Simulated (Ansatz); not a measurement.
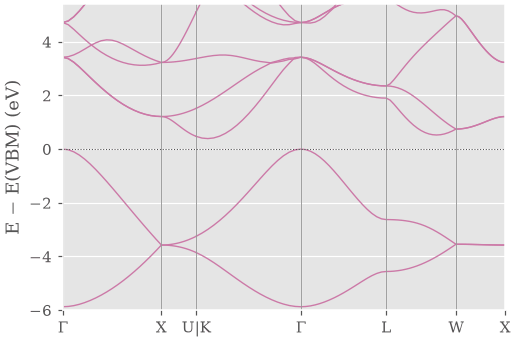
Figure: Band structure from the program Ansatz at the PBE level (PAW)

**Question.** Read off the gap and where the band edges lie.

**Answer.** About 0.4 eV (0.39 eV by a search for the band edges); maximum at Γ, minimum on the K–Γ line, 11 % of the way from K.

The material is Hg (diamond, Fd-3m).

The cell is a constructed one: a structure type filled with these elements; neither database checked (COD, Materials Project) lists it. It is not the usual solid phase (space group No. 166). The cell was relaxed with PBE under the symmetry of its start; phonons on a q-mesh show weakly imaginary modes. The substance is a gas or liquid at ambient conditions. Scalar-relativistic: spin–orbit coupling is off unless named, which matters more the heavier the elements.

Potentials: the later of the program's two PAW sets.
